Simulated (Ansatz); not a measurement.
**SO2 (singlet): from Hartree-Fock to the top rungs, 6-31G***

How much of the correlation energy of SO2 (singlet) does each wave-function method recover here?

The runs use Ansatz 0.2.0, Gaussian basis; 6-31G*, core rule «outside noble gas», up to 7 orbitals frozen.

Plan: UHF; CCSD(T) on RHF; CCSD(T) on UHF; BCCD(T) on RHF; CISD; CCSDT(Q) on RHF; CCSDT(Q) on UHF; CASSCF and MRCISD+Q, 18 electrons in 12 orbitals; CASSCF and NEVPT2, 18 electrons in 12 orbitals.

9 further runs of the same task are left out: 9 set aside as unsound or not needed.

### Step 1. What is computed

The geometry is an MP2(full)/6-31G* stationary point (not a proven minimum).

3 atoms, charge 0, spin multiplicity 1.

Atoms are counted from 1 here; the program's logs count them from 0.

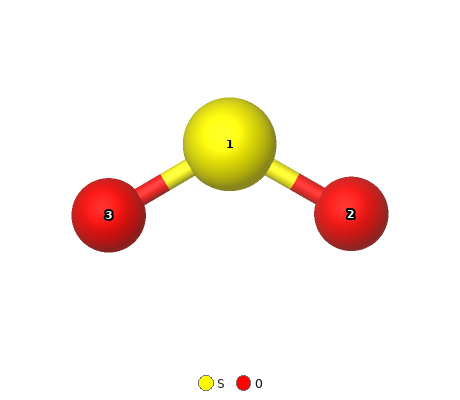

The geometry (sulfur yellow, oxygen red); atoms are numbered from 1 in the order of the file.

In the tables R marks a restricted determinant and U an unrestricted one; 'valence' is the active space of 18 electrons in 12 orbitals; energies count from the table's Hartree-Fock row.

### Step 2. UHF

in.yaml

```yaml
crystal:
  periodic: [false, false, false]
  atoms:
    - {symbol: S, position_ang: [0.000000, 0.000000, 0.369885]}
    - {symbol: O, position_ang: [0.000000, 1.277617, -0.370651]}
    - {symbol: O, position_ang: [0.000000, -1.277617, -0.370651]}
basis:
  gaussian: {orbitals: "6-31G*"}
magnetization: {spin_polarized: true, initial_magnetization: 0}
hamiltonian: {xc: hf}
output: {orbitals: {seedname: orbitals}}
```

The run is started by

```
ansatz run in.yaml --threads 1 --pin off --events-out ev --progress --plain --max-ram 4096MiB --backend cpu
```

What it wrote:

```text
Functional definition: HF
  name "HF"
  cite "Fock, Z. Phys. 61, 126 (1930) doi:10.1007/BF01340294"
  parent pbe
  exchange = exact_x
  correlation = 0
422 factors; integrals over basis functions are off by at most 9.4e-4 eV
mean field evaluation 1: about -14885.1460 eV, gradient 3.1e1 eV
mean field evaluation 2: about -14885.1888 eV, gradient 3.1e1 eV
mean field evaluation 4: about -14888.8968 eV, gradient 1.8e0 eV
mean field evaluation 8: about -14888.9245 eV, gradient 1.3e-1 eV
mean field evaluation 16: about -14888.9845 eV, gradient 1.1e0 eV
mean field evaluation 32: about -14888.9249 eV, gradient 8.0e-4 eV
mean field -14889.06439422 eV, -547.1630243171 hartree, gradient 6.5e-5 eV, S^2 0.450060; 2 other end points of the search recorded, 0 dependent functions left out
reference -14889.06439422 eV, -547.1630243171 hartree; 16, 16 occupied and 33, 33 virtual orbitals, 422 factors
Total energy: -14889.06439422 eV, -547.1630243171 hartree
```

Wall time 0.79 s (1 thread of AMD EPYC 7R13, shared host).

From the report: ⟨S²⟩ of the determinant 0.450 (pure singlet: 0.00).

The unrestricted solution breaks the spin symmetry, so the restricted determinant is unstable here.

### Step 3. CCSD(T) on RHF

Edit in.yaml of step 2 so:

```diff
@@ -8,4 +8,3 @@
   gaussian: {orbitals: "6-31G*"}
-magnetization: {spin_polarized: true, initial_magnetization: 0}
-hamiltonian: {xc: hf}
-output: {orbitals: {seedname: orbitals}}
+magnetization: {spin_polarized: false}
+correlation: {method: ccsd_t, electrons: outside_noble_gas}
```

The command is unchanged.

What it wrote (excerpt; [...] marks lines left out):

```text
Functional definition: HF
  name "HF"
  cite "Fock, Z. Phys. 61, 126 (1930) doi:10.1007/BF01340294"
  parent pbe
[...]
422 factors; integrals over basis functions are off by at most 9.4e-4 eV
[...]
mean field -14888.92486018 eV, -547.1578965357 hartree, gradient 2.0e-6 eV, S^2 0.000000; 0 other end points of the search recorded, 0 dependent functions left out; unrestricted orbitals would lower it
7 core orbitals not correlated: weight in the atoms' cores, before any rotation towards them, 1.000 or more for the frozen orbitals, at most 0.000 for the correlated occupied ones
reference -14888.92486018 eV, -547.1578965357 hartree; 9, 9 occupied and 33, 33 virtual orbitals, 422 factors
second order -14.27430851 eV of doubles, -0.00000000 eV of singles
cycle   1  -13.30588419 eV  change    9.7e-1 eV  update   1.6e-1
[...]
cycle  10  -14.06908732 eV  change    1.0e-5 eV  update   9.5e-6
perturbative correction -0.61168142 eV, -0.0224788775 hartree
Total energy: -14903.60562891 eV, -547.6974048357 hartree
```

Wall time 0.79 s (1 thread of AMD EPYC 7R13, shared host).

From the report: correlation -14.6808 eV; T1 0.024; largest double amplitude 0.12.

### Step 4. CCSD(T) on UHF

Edit in.yaml of step 3 so:

```diff
@@ -8,3 +8,3 @@
   gaussian: {orbitals: "6-31G*"}
-magnetization: {spin_polarized: false}
+magnetization: {spin_polarized: true, initial_magnetization: 0}
 correlation: {method: ccsd_t, electrons: outside_noble_gas}
```

The command is unchanged.

What it wrote (excerpt; [...] marks lines left out):

```text
Functional definition: HF
  name "HF"
  cite "Fock, Z. Phys. 61, 126 (1930) doi:10.1007/BF01340294"
  parent pbe
[...]
422 factors; integrals over basis functions are off by at most 9.4e-4 eV
[...]
mean field -14889.06439422 eV, -547.1630243171 hartree, gradient 1.9e-6 eV, S^2 0.450056; 8 other end points of the search recorded, 0 dependent functions left out
determinant -14889.06439422 eV, -547.1630243171 hartree, with singles and doubles -14902.93045648 eV, -547.6725927065 hartree
determinant -14886.78853244 eV, -547.0793879395 hartree, with singles and doubles -14899.36734127 eV, -547.5416506379 hartree
determinant -14886.16009453 eV, -547.0562932724 hartree, with singles and doubles -14899.51461726 eV, -547.5470629307 hartree
determinant -14886.09816854 eV, -547.0540175342 hartree, with singles and doubles -14898.92111483 eV, -547.5252521185 hartree
determinant -14888.92486018 eV, -547.1578965357 hartree, with singles and doubles -14902.99473685 eV, -547.6749549665 hartree
7 core orbitals not correlated: weight in the atoms' cores, before any rotation towards them, 1.000 or more for the frozen orbitals, at most 0.000 for the correlated occupied ones
reference -14889.06439422 eV, -547.1630243171 hartree; 9, 9 occupied and 33, 33 virtual orbitals, 422 factors
second order -13.12583309 eV of doubles, -0.00000000 eV of singles
cycle   1  -13.87113941 eV  change   -5.1e-3 eV  update   5.4e-3
[...]
cycle  10  -13.89151283 eV  change   -1.4e-5 eV  update   2.9e-6
perturbative correction -0.58532260 eV, -0.0215102089 hartree
Total energy: -14903.54122965 eV, -547.6950382064 hartree
```

Wall time 7.5 s (1 thread of AMD EPYC 7R13, shared host).

From the report: ⟨S²⟩ of the determinant 0.450 (pure singlet: 0.00); correlation -14.4768 eV; T1 0.065; largest double amplitude 0.09.

### Step 5. BCCD(T) on RHF

Edit in.yaml of step 4 so:

```diff
@@ -8,3 +8,3 @@
   gaussian: {orbitals: "6-31G*"}
-magnetization: {spin_polarized: true, initial_magnetization: 0}
-correlation: {method: ccsd_t, electrons: outside_noble_gas}
+magnetization: {spin_polarized: false}
+correlation: {method: bccd_t, electrons: outside_noble_gas}
```

Same command.

What it wrote (excerpt; [...] marks lines left out):

```text
Functional definition: HF
  name "HF"
  cite "Fock, Z. Phys. 61, 126 (1930) doi:10.1007/BF01340294"
  parent pbe
[...]
422 factors; integrals over basis functions are off by at most 9.4e-4 eV
[...]
mean field -14888.92486018 eV, -547.1578965357 hartree, gradient 2.0e-6 eV, S^2 0.000000; 0 other end points of the search recorded, 0 dependent functions left out; unrestricted orbitals would lower it
7 core orbitals not correlated: weight in the atoms' cores, before any rotation towards them, 1.000 or more for the frozen orbitals, at most 0.000 for the correlated occupied ones
reference -14888.92486018 eV, -547.1578965357 hartree; 9, 9 occupied and 33, 33 virtual orbitals, 422 factors
second order -14.27430851 eV of doubles, -0.00000000 eV of singles
cycle   1  -13.24603794 eV  change     1.0e0 eV  update   1.6e-1
[...]
cycle  10  -13.98852661 eV  change   -3.3e-6 eV  update   9.4e-6
perturbative correction -0.70970815 eV, -0.0260812933 hartree
Total energy: -14903.62309494 eV, -547.6980467003 hartree
```

Run time: 0.85 s. Hardware: 1 thread of AMD EPYC 7R13, shared host.

From the report: correlation -14.6982 eV; largest double amplitude 0.11.

### Step 6. CISD

Edit in.yaml of step 5 so:

```diff
@@ -8,3 +8,2 @@
   gaussian: {orbitals: "6-31G*"}
-magnetization: {spin_polarized: false}
-correlation: {method: bccd_t, electrons: outside_noble_gas}
+correlation: {active_space: {ras: {orbitals: [9, 0, 33], electrons: 18, max_holes: 2, max_particles: 2}, fixed_orbitals: true}}
```

Same command.

What it wrote:

```text
Functional definition: HF
  name "HF"
  cite "Fock, Z. Phys. 61, 126 (1930) doi:10.1007/BF01340294"
  parent pbe
  exchange = exact_x
  correlation = 0
422 factors; integrals over basis functions are off by at most 9.4e-4 eV
mean field evaluation 1: about -14885.1938 eV, gradient 4.4e1 eV
mean field evaluation 2: about -14885.2131 eV, gradient 4.4e1 eV
mean field evaluation 4: about -14888.9012 eV, gradient 2.5e0 eV
mean field evaluation 8: about -14888.9249 eV, gradient 3.2e-4 eV
mean field -14888.92486018 eV, -547.1578965357 hartree, gradient 2.0e-6 eV, S^2 0.000000; 0 other end points of the search recorded, 0 dependent functions left out
reference -14888.92486018 eV, -547.1578965357 hartree; 16, 16 occupied and 33, 33 virtual orbitals, 422 factors
state -14901.35969790 eV, -547.6148683934 hartree
Total energy: -14901.35969790 eV, -547.6148683934 hartree
```

It took 2.6 s on 1 thread of AMD EPYC 7R13, shared host.

From the report: 33,116 determinants.

### Step 7. CCSDT(Q) on RHF

Edit in.yaml of step 6 so:

```diff
@@ -8,2 +8,3 @@
   gaussian: {orbitals: "6-31G*"}
-correlation: {active_space: {ras: {orbitals: [9, 0, 33], electrons: 18, max_holes: 2, max_particles: 2}, fixed_orbitals: true}}
+magnetization: {spin_polarized: false}
+correlation: {method: ccsdt_q, electrons: outside_noble_gas}
```

Launched as before.

What it wrote (excerpt; [...] marks lines left out):

```text
Functional definition: HF
  name "HF"
  cite "Fock, Z. Phys. 61, 126 (1930) doi:10.1007/BF01340294"
  parent pbe
[...]
780 factors; integrals over basis functions are off by at most 8.8e-8 eV
[...]
mean field -14888.92503207 eV, -547.1579028528 hartree, gradient 1.4e-6 eV, S^2 0.000000; 0 other end points of the search recorded, 0 dependent functions left out; unrestricted orbitals would lower it
7 core orbitals not correlated: weight in the atoms' cores, before any rotation towards them, 1.000 or more for the frozen orbitals, at most 0.000 for the correlated occupied ones
reference -14888.92503207 eV, -547.1579028528 hartree; 9, 9 occupied and 33, 33 virtual orbitals, 780 factors
second order -14.27435695 eV of doubles, -0.00000000 eV of singles
cycle   1  -13.30590449 eV  change    9.7e-1 eV  update   1.8e-1
[...]
cycle  17  -14.68733972 eV  change   -7.4e-8 eV  update   9.9e-7
perturbative correction -0.10147529 eV, -0.0037291480 hartree
Total energy: -14903.71384708 eV, -547.7013817802 hartree
```

Run time: 21 s. Hardware: 1 thread of AMD EPYC 7R13, shared host; peak memory 0.44 GiB.

From the report: correlation -14.7888 eV; T1 0.025; largest double amplitude 0.15.

### Step 8. CCSDT(Q) on UHF

Edit in.yaml of step 7 so:

```diff
@@ -8,3 +8,3 @@
   gaussian: {orbitals: "6-31G*"}
-magnetization: {spin_polarized: false}
+magnetization: {spin_polarized: true, initial_magnetization: 0}
 correlation: {method: ccsdt_q, electrons: outside_noble_gas}
```

The run is started by

```
ansatz run in.yaml --threads 2 --pin off --events-out ev --progress --plain --max-ram 24576MiB --backend cuda --devices 0, --max-vram 18GiB
```

What it wrote (excerpt; [...] marks lines left out):

```text
Functional definition: HF
  name "HF"
  cite "Fock, Z. Phys. 61, 126 (1930) doi:10.1007/BF01340294"
  parent pbe
[...]
780 factors; integrals over basis functions are off by at most 8.8e-8 eV
[...]
mean field -14889.06456268 eV, -547.1630305080 hartree, gradient 2.7e-6 eV, S^2 0.450052; 8 other end points of the search recorded, 0 dependent functions left out
determinant -14889.06456268 eV, -547.1630305080 hartree, with singles and doubles -14902.93064810 eV, -547.6725997486 hartree
determinant -14886.78869390 eV, -547.0793938729 hartree, with singles and doubles -14899.36751678 eV, -547.5416570875 hartree
determinant -14886.16026118 eV, -547.0562993964 hartree, with singles and doubles -14899.51480219 eV, -547.5470697267 hartree
determinant -14886.09833248 eV, -547.0540235589 hartree, with singles and doubles -14898.92129375 eV, -547.5252586939 hartree
determinant -14888.92503207 eV, -547.1579028528 hartree, with singles and doubles -14902.99492727 eV, -547.6749619643 hartree
7 core orbitals not correlated: weight in the atoms' cores, before any rotation towards them, 1.000 or more for the frozen orbitals, at most 0.000 for the correlated occupied ones
reference -14889.06456268 eV, -547.1630305080 hartree; 9, 9 occupied and 33, 33 virtual orbitals, 780 factors
second order -13.12588905 eV of doubles, -0.00000000 eV of singles
cycle   1  -12.79979142 eV  change    3.3e-1 eV  update   1.6e-1
[...]
cycle  20  -14.54595458 eV  change   -6.0e-8 eV  update   4.4e-7
perturbative correction -0.11677918 eV, -0.0042915557 hartree
Total energy: -14903.72729644 eV, -547.7018760348 hartree
```

Wall time 12 s (1 × H100 (card shared with other runs) with 2 threads of AMD EPYC 7R13, shared host); peak host memory 0.91 GiB.

From the report: ⟨S²⟩ of the determinant 0.450 (pure singlet: 0.00); correlation -14.6627 eV; T1 0.074; largest double amplitude 0.12.

### Step 9. CASSCF and MRCISD+Q, 18 electrons in 12 orbitals

Edit in.yaml of step 8 so:

```diff
@@ -8,3 +8,2 @@
   gaussian: {orbitals: "6-31G*"}
-magnetization: {spin_polarized: true, initial_magnetization: 0}
-correlation: {method: ccsdt_q, electrons: outside_noble_gas}
+correlation: {method: fic_mrcisd_q, electrons: outside_noble_gas, active_space: {window: {electrons: 18, orbitals: 12}, shells: [{species: O, l: s, shell: 2}, {species: O, l: p, shell: 2}, {species: S, l: s, shell: 3}, {species: S, l: p, shell: 3}]}}
```

The command is unchanged.

What it wrote (excerpt; [...] marks lines left out):

```text
Functional definition: HF
  name "HF"
  cite "Fock, Z. Phys. 61, 126 (1930) doi:10.1007/BF01340294"
  parent pbe
[...]
780 factors; integrals over basis functions are off by at most 8.8e-8 eV
[...]
mean field -14888.92503207 eV, -547.1579028528 hartree, gradient 1.9e-6 eV, S^2 0.000000; 0 other end points of the search recorded, 0 dependent functions left out; unrestricted orbitals would lower it
reference -14888.92503207 eV, -547.1579028528 hartree; 16, 16 occupied and 33, 33 virtual orbitals, 780 factors
state -14893.01979820 eV, -547.3083827324 hartree
contracted CI cycle   1: correlation 0.00000000 eV, 0.0000000000 hartree, residual 3.28e1 eV
contracted CI cycle   2: correlation -9.17706107 eV, -0.3372507739 hartree, residual 6.41e0 eV
contracted CI cycle   3: correlation -9.55107088 eV, -0.3509953810 hartree, residual 1.35e0 eV
contracted CI cycle   4: correlation -9.56956465 eV, -0.3516750145 hartree, residual 3.34e-1 eV
contracted CI cycle   5: correlation -9.57062942 eV, -0.3517141442 hartree, residual 7.89e-2 eV
contracted CI cycle   6: correlation -9.57068858 eV, -0.3517163182 hartree, residual 1.78e-2 eV
contracted CI cycle   7: correlation -9.57069157 eV, -0.3517164278 hartree, residual 4.31e-3 eV
contracted CI cycle   8: correlation -9.57069173 eV, -0.3517164339 hartree, residual 9.21e-4 eV
state -14893.01979820 eV, -547.3083827324 hartree; corrected -14903.52300635 eV, -547.6943685127 hartree
Total energy: -14903.52300635 eV, -547.6943685127 hartree
Checks for a lower state left out: starts, orbital_swaps
```

Wall time 23 s (1 × H100 (card shared with other runs) with 2 threads of AMD EPYC 7R13, shared host); peak host memory 1.2 GiB.

From the report: 12,126 determinants; active occupations 2.00, 2.00, 2.00, 1.99, 1.99, 1.97, 1.97, 1.96, 1.92, 0.12, 0.05, 0.04.

### Step 10. CASSCF and NEVPT2, 18 electrons in 12 orbitals

in.yaml

```yaml
crystal:
  periodic: [false, false, false]
  atoms:
    - {symbol: S, position_ang: [0.000000, 0.000000, 0.369885]}
    - {symbol: O, position_ang: [0.000000, 1.277617, -0.370651]}
    - {symbol: O, position_ang: [0.000000, -1.277617, -0.370651]}
basis:
  gaussian: {orbitals: "6-31G*"}
correlation: {method: sc_nevpt2, electrons: outside_noble_gas, active_space: {window: {electrons: 18, orbitals: 12}, shells: [{species: O, l: s, shell: 2}, {species: O, l: p, shell: 2}, {species: S, l: s, shell: 3}, {species: S, l: p, shell: 3}]}}
```

The run is started by

```
ansatz run in.yaml --threads 1 --pin off --events-out ev --progress --plain --max-ram 4096MiB --backend cpu
```

What it wrote:

```text
Functional definition: HF
  name "HF"
  cite "Fock, Z. Phys. 61, 126 (1930) doi:10.1007/BF01340294"
  parent pbe
  exchange = exact_x
  correlation = 0
780 factors; integrals over basis functions are off by at most 8.8e-8 eV
mean field evaluation 1: about -14885.1938 eV, gradient 4.4e1 eV
mean field evaluation 2: about -14885.2132 eV, gradient 4.4e1 eV
mean field evaluation 4: about -14888.9014 eV, gradient 2.5e0 eV
mean field evaluation 8: about -14888.9250 eV, gradient 3.1e-4 eV
mean field -14888.92503207 eV, -547.1579028528 hartree, gradient 1.4e-6 eV, S^2 0.000000; 0 other end points of the search recorded, 0 dependent functions left out; unrestricted orbitals would lower it
reference -14888.92503207 eV, -547.1579028528 hartree; 16, 16 occupied and 33, 33 virtual orbitals, 780 factors
state -14893.01979820 eV, -547.3083827324 hartree
state -14893.01979820 eV, -547.3083827324 hartree; corrected -14901.98250926 eV, -547.6377562889 hartree
Total energy: -14901.98250926 eV, -547.6377562889 hartree
Checks for a lower state left out: starts, orbital_swaps
```

Wall time 5.5 s (1 thread of AMD EPYC 7R13, shared host).

From the report: 12,126 determinants; active occupations 2.00, 2.00, 2.00, 1.99, 1.99, 1.97, 1.97, 1.96, 1.92, 0.12, 0.05, 0.04.

### Step 11. Natural occupations

Natural occupations of the CASSCF valence state about the gap (report; correlated orbitals 5 to 12): 1.985, 1.973, 1.972, 1.963, 1.915, 0.115, 0.053, 0.041. The count of effectively unpaired electrons, Σ n²(2 − n)², is 0.10; a single determinant of this spin has 0.

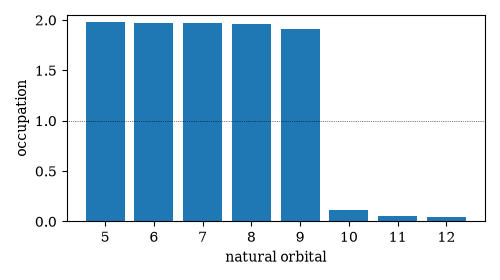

Natural occupations of the CASSCF valence state.

### Step 12. All levels against the top one

No level here is safe as a reference; RCCSDT(Q) serves as a yardstick only. Rows without a time come out of other runs: HF, MP2 and CCSD of CCSD(T), CCSDT of CCSDT(Q), CASSCF and MRCISD of the multireference runs.

Differences are taken before rounding.

| method | energy from the lowest RHF (meV) | from RCCSDT(Q) (meV) | time |
| --- | --- | --- | --- |
| RHF | 0.0 | +14789.0 |  |
| UHF | -139.5 | +14649.5 |  |
| RMP2 | -14274.3 | +514.7 |  |
| UMP2 | -13265.4 | +1523.6 |  |
| CISD | -12434.8 | +2354.1 | 2.6 s |
| RCCSD | -14069.1 | +719.9 |  |
| UCCSD | -14031.0 | +757.9 |  |
| RCCSD(T) | -14680.8 | +108.2 | 0.79 s |
| UCCSD(T) | -14616.4 | +172.6 | 7.5 s |
| BCCD(T) | -14698.2 | +90.8 | 0.85 s |
| RCCSDT | -14687.5 | +101.5 |  |
| UCCSDT | -14685.7 | +103.3 |  |
| RCCSDT(Q) | -14789.0 | 0 | 21 s |
| UCCSDT(Q) | -14802.4 | -13.4 | 12 s (GPU) |
| CASSCF valence | -4094.9 | +10694.0 |  |
| NEVPT2 valence | -13057.6 | +1731.3 | 5.5 s |
| MRCISD valence | -13665.6 | +1123.4 |  |
| MRCISD+Q valence | -14598.1 | +190.8 | 23 s (GPU) |

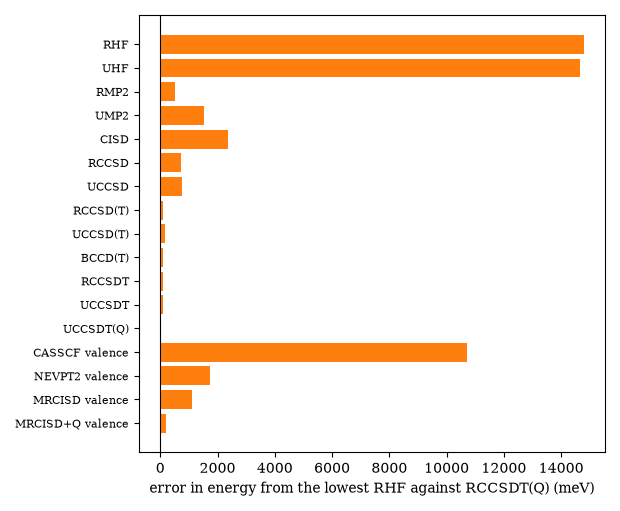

Deviations from RCCSDT(Q), method by method.

Some runs used a GPU and others CPU threads alone; cost is compared among the CPU runs only.

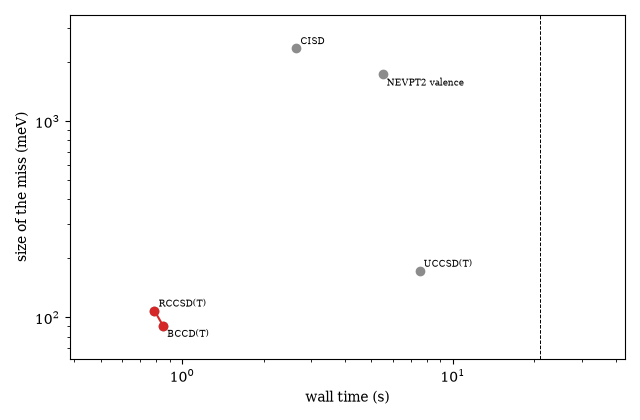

Accuracy for the time spent; red marks the levels that beat every quicker one drawn (of those quicker than the yardstick), and the dashed line is the time of RCCSDT(Q). Times are from a shared host.

### Step 13. Outcome

| quantity | value |
| --- | --- |
| RCCSDT(Q) below the RHF energy | -14.7890 eV |
| RMP2 from RCCSDT(Q) | +514.7 meV |
| UMP2 from RCCSDT(Q) | +1523.6 meV |
| RCCSD from RCCSDT(Q) | +719.9 meV |
| RCCSD(T) from RCCSDT(Q) | +108.2 meV |
| UCCSD(T) from RCCSDT(Q) | +172.6 meV |
| UCCSDT(Q) from RCCSDT(Q) | -13.4 meV |
| NEVPT2 valence from RCCSDT(Q) | +1731.3 meV |
| MRCISD+Q valence from RCCSDT(Q) | +190.8 meV |
| T1 diagnostic | 0.024 |
| effectively unpaired electrons | 0.10 |

**Reading.** RCCSD(T) lands +108.2 meV from the yardstick (0.7 % of the correlation energy). CCSD(T) misses by +108.2 meV on the restricted determinant and by +172.6 meV on the unrestricted one; the two need not hold the same state or core. One determinant dominates. Warnings: restricted reference is unstable; spin contamination; large T1 diagnostic.
